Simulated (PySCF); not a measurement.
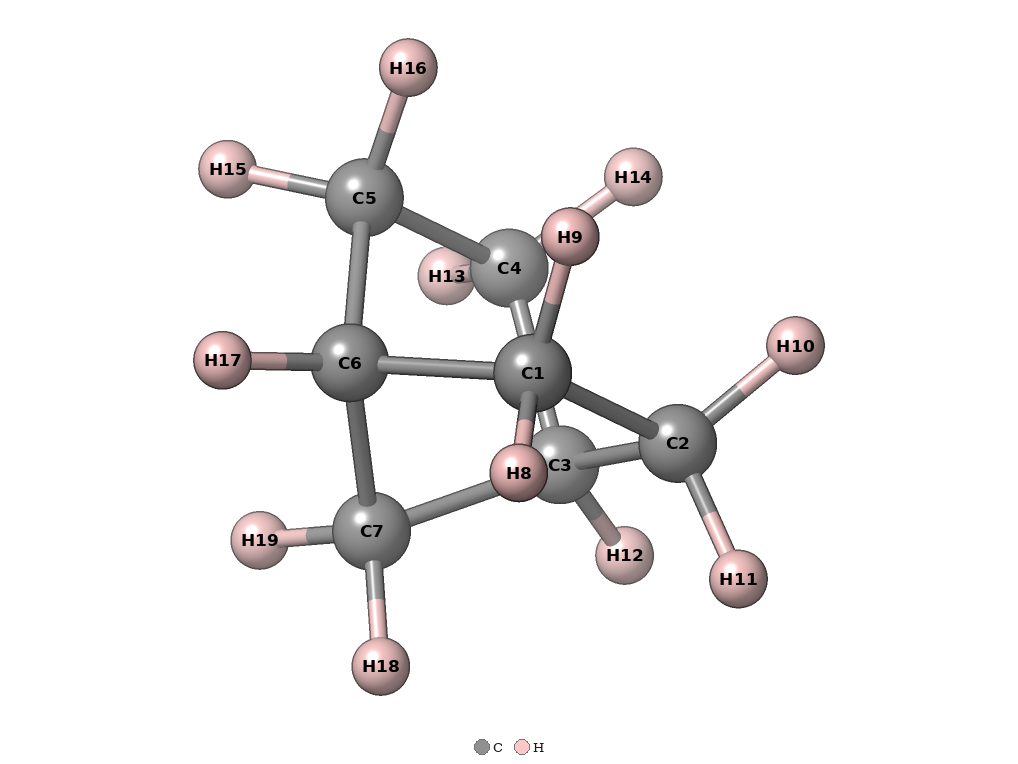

Distant atoms are faded towards the background colour. The geometry was computed by an optimisation with PBE0-D3(BJ)/def2-SVP. No frequency run is at hand to confirm it as a minimum.

Question: What is the conformation of the ring C1–C2–C3–C7–C6?

Answer: It is an envelope, with C7 as the flap. The Cremer–Pople amplitude Q is 0.59 Å.

Question: Give the torsion angles round the ring, beginning with the bond from its second to its third atom.

Answer: −35°, 56°, −56°, 35°, 0°.
